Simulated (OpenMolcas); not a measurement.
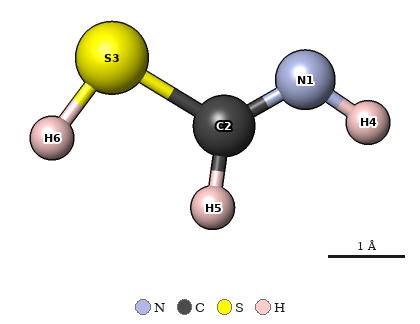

Fig. 1: The input geometry (ball-and-stick view, seen on its broad side; atoms are numbered from 1 in the order of the input).

**CH3NS: single-point calculation (part 1 of 2)**

CH3NS, multiplicity 3, computed with PBE50/pcseg-1, UKS (OpenMolcas 26.06).

The geometry is that of the parent species in another charge or spin state. The geometry comes from this level: GFN2-xTB.

The input:
```
* CH3NS Kohn-Sham DFT

&gateway
  baslib = $CurrDir
  coord
  6
  bohr
  N     -1.93250952    -1.26294176    -1.15925249
  C     -0.17103911     0.03382610    -0.26210501
  S      1.23818635    -0.89227198     2.59070113
  H     -2.68560318    -0.64742017    -2.81057077
  H      0.65841838     1.75727522    -1.05280422
  H      2.89254709     1.01151370     2.69403136
  basis = pcseg-1
  group = NoSym

&seward
  gridinput
  Grid=Fine
  End of Grid

&scf
  uhf
  spin = 3
  ksdft = HYB_GGA_XC_PBE50
  prorbitals = 1 1
```

Command:
```bash
export MOLCAS_MEM=1860
pymolcas job.input > job.log
```

The program's output:
```
--- Start Module: gateway ---

                                              &GATEWAY

                       available to each process: 1.9 GB of memory, 1 thread

 Basis Set     1 Label: N.PCSEG-1
 Basis set is read from library:.
 basistype.tbl is not found

 Basis Set     2 Label: C.PCSEG-1
 Basis set is read from library:.
 basistype.tbl is not found

 Basis Set     3 Label: S.PCSEG-1
 Basis set is read from library:.
 basistype.tbl is not found

 Basis Set     4 Label: H.PCSEG-1
 Basis set is read from library:.
 basistype.tbl is not found

++    Symmetry information:
      ---------------------

                    Character Table for C1

                             E
                    a        1  x, y, xy, Rz, z, xz, Ry, yz, Rx, I
--

++    Basis set information:
      ----------------------

      Basis set label: N.PCSEG-1.........

      Electronic valence basis set:
      ------------------
      Associated Effective Charge   7.000000 au
      Associated Actual Charge      7.000000 au
      Nuclear Model: Point charge

      Shell  nPrim  nBasis  Cartesian Spherical Contaminant
         s       8       3        X
         p       4       2        X
         d       1       1                 X

      Basis set label: C.PCSEG-1.........

      Electronic valence basis set:
      ------------------
      Associated Effective Charge   6.000000 au
      Associated Actual Charge      6.000000 au
      Nuclear Model: Point charge

      Shell  nPrim  nBasis  Cartesian Spherical Contaminant
         s       8       3        X
         p       4       2        X
         d       1       1                 X

      Basis set label: S.PCSEG-1.........

      Electronic valence basis set:
      ------------------
      Associated Effective Charge  16.000000 au
      Associated Actual Charge     16.000000 au
      Nuclear Model: Point charge

      Shell  nPrim  nBasis  Cartesian Spherical Contaminant
         s      12       4        X
         p       9       3        X
         d       1       1                 X

      Basis set label: H.PCSEG-1.........

      Electronic valence basis set:
      ------------------
      Associated Effective Charge   1.000000 au
      Associated Actual Charge      1.000000 au
      Nuclear Model: Point charge

      Shell  nPrim  nBasis  Cartesian Spherical Contaminant
         s       4       2        X
         p       1       1        X
--

++    Molecular structure info:
      -------------------------

                    ************************************************
                    **** Cartesian Coordinates / bohr, angstrom ****
                    ************************************************

     Center  Label                x              y              z                     x              y              z
        1      N1              -1.932510      -1.262942      -1.159252             -1.022640      -0.668320      -0.613450
        2      C2              -0.171039       0.033826      -0.262105             -0.090510       0.017900      -0.138700
        3      S3               1.238186      -0.892272       2.590701              0.655220      -0.472170       1.370940
        4      H4              -2.685603      -0.647420      -2.810571             -1.421160      -0.342600      -1.487290
        5      H5               0.658418       1.757275      -1.052804              0.348420       0.929910      -0.557120
        6      H6               2.892547       1.011514       2.694031              1.530670       0.535270       1.425620

                    ***************************************
                    *    InterNuclear Distances / bohr    *
                    ***************************************

               1 N1            2 C2            3 S3            4 H4            5 H5            6 H6
    1 N1       0.000000
    2 C2       2.364161        0.000000
    3 S3       4.924719        3.313922        0.000000
    4 H4       1.916473        3.644421        6.680555        0.000000
    5 H5       3.980697        2.069657        4.542176        4.478257        0.000000
    6 H6       6.580434        4.368086        2.524279        8.010522        4.425638        0.000000

                    *******************************************
                    *    InterNuclear Distances / angstrom    *
                    *******************************************

               1 N1            2 C2            3 S3            4 H4            5 H5            6 H6
    1 N1       0.000000
    2 C2       1.251060        0.000000
    3 S3       2.606049        1.753652        0.000000
    4 H4       1.014154        1.928545        3.535197        0.000000
    5 H5       2.106494        1.095216        2.403616        2.369791        0.000000
    6 H6       3.482216        2.311492        1.335791        4.238986        2.341947        0.000000

                    **************************************
                    *    Valence Bond Angles / degree    *
                    **************************************
                          Atom centers                 Phi
                      2 C2       1 N1       4 H4       116.33
                      1 N1       2 C2       5 H5       127.62

           ***************************************************************
           *              Valence Dihedral Angles / degree               *
           ***************************************************************
                    Atom centers                       Phi1     Phi2     Theta
           4 H4       1 N1       2 C2       5 H5        116.33   127.62    -0.13
--

            Nuclear Potential Energy             94.70025465 au

--- Stop Module: gateway /rc=_RC_ALL_IS_WELL_ ---

--- Start Module: seward ---

                                              &SEWARD

                       available to each process: 1.9 GB of memory, 1 thread

               SEWARD will generate:
                  Multipole Moment integrals up to order  2
                  Kinetic Energy integrals
                  Nuclear Attraction integrals (point charge)
                  One-Electron Hamiltonian integrals
                  Velocity integrals
                  Orbital angular momentum around (  0.1860  -0.7159   1.0209 )
                  Velocity quadrupole around (  0.1860  -0.7159   1.0209 )
                  Two-Electron Repulsion integrals

                   Integrals are discarded if absolute value <: 1.00E-14
                   Integral cutoff threshold is set to       <: 1.00E-16

            Nuclear Potential Energy             94.70025465 au

      Basis set specifications :
      Symmetry species         a
      Basis functions           61

--- Stop Module: seward /rc=_RC_ALL_IS_WELL_ ---
--- Module seward spent 1 second ---

--- Start Module: scf ---

                                                &SCF

                       available to each process: 1.9 GB of memory, 1 thread

++    Input section:
      --------------

      Header of the integral files:

      Cartesian coordinates in angstrom:
      -----------------------------------------------------
      No.  Label        X            Y            Z
      -----------------------------------------------------
       1   N1        -1.02264000  -0.66832000  -0.61345000
       2   C2        -0.09051000   0.01790000  -0.13870000
       3   S3         0.65522000  -0.47217000   1.37094000
       4   H4        -1.42116000  -0.34260000  -1.48729000
       5   H5         0.34842000   0.92991000  -0.55712000
       6   H6         1.53067000   0.53527000   1.42562000
      -----------------------------------------------------
      Nuclear repulsion energy =   94.70025465
--

++    Orbital specifications:
      -----------------------

      Symmetry species               1
                                     a
      Frozen orbitals                0
      Start temperature = 0.500
      End temperature   = 0.010
      Temperature Factor= 0.460
      Deleted orbitals               0
      Total number of orbitals      61
      Number of basis functions     61
--

      Molecular charge                           0.000

      Numerical integration parameters
      --------------------------------
      Radial quadrature type:                         MHL
      Size of radial grid:                            75
      Lebedev angular grid:                           29
      Angular grid pruned with the crowding factor:  3.00E+00
                                 and fading factor:  6.00E+00
      Screening threshold for integral computation:   1.00E-11
      Radial quadrature accuracy:                     1.00E-25
      Maximum batch size:                             128
      AO values are stored on disk
      The same grid will be used for all iterations.

      DFT functional specifications
      -----------------------------
      Using Libxc version: 6.2.2
      Please cite the following reference:
      S. Lehtola, C. Steigemann, M. J.T. Oliveira, and M. A.L. Marques.,  SoftwareX 7, 1–5 (2018) doi:10.1016/j.softx.2017.11.002

      * PBE50

++    Optimization specifications:
      ----------------------------

      SCF Algorithm: Conventional USCF
      D(i)-D(i-1) density differences are used
      Number of density matrices in core                 5
      Maximum number of NDDO SCF iterations            400
      Maximum number of HF SCF iterations              400
      Threshold for SCF energy change             1.00E-09
      Threshold for density matrix                1.00E-04
      Threshold for Fock matrix                   1.50E-04
      Threshold for linear dependence             1.00E-09
      Threshold at which DIIS is turned on        1.50E-01
      Maximum depth in the DIIS procedure                5
      Maximum depth in the BFGS Hessian update          30
      Threshold at which QNR/C2DIIS is turned on  7.50E-02
      Threshold for Norm(delta) (QNR/C2DIIS)      1.00E-03
      All orbitals punched on: UHFORB
--

      Input vectors read from INPORB
      Orbital file label: *Guess orbitals

++ Convergence information
                               UHF [...]      iterations: Energy and convergence statistics

Iter     Tot. [...]      One-elec.       Two-elec.     Energy      Max Dij or  Max Fij      DNorm      TNorm      AccCon     Time
         Energy          Energy          Energy        Change      Delta Norm                                                in Sec.
   1  -488.061427285  -879.619897041   296.858215102   0.00E+00    1.62E-01*   4.72E-01*    9.22E+00   1.26E+02   None         0.
   2  -487.359817762  -876.876673841   294.816601425   7.02E-01*   1.21E-01*   2.79E-01*    1.38E+01   1.24E+02   EDIIS        0.
   3  -491.347272327  -883.263288056   297.215761074  -3.99E+00*   6.31E-01*   3.69E-01*    5.50E+00   1.26E+02   EDIIS        0.
   4  -489.119647169  -883.008243100   299.188341278   2.23E+00*   1.59E-01*   2.02E-01*    8.01E+00   1.26E+02   EDIIS        0.
   5  -492.206489467  -884.692463655   297.785719534  -3.09E+00*   4.01E-01*   1.63E-01*    3.93E+00   1.26E+02   EDIIS        0.
   6  -492.046597712  -884.409981932   297.663129566   1.60E-01*   5.60E-02*   1.18E-01*    4.20E+00   1.27E+02   EDIIS        0.
   7  -492.362290288  -884.171791619   297.109246677  -3.16E-01*   6.65E-01*   8.25E-02*    2.68E+00   1.26E+02   EDIIS        0.
   8  -492.367567246  -884.783063339   297.715241438  -5.28E-03*   6.86E-02*   8.49E-02*    1.10E+00   1.26E+02   EDIIS        0.

       Fermi aufbau procedure completed!
      nOcc(alpha)=   17
      nOcc(beta) =   15
```
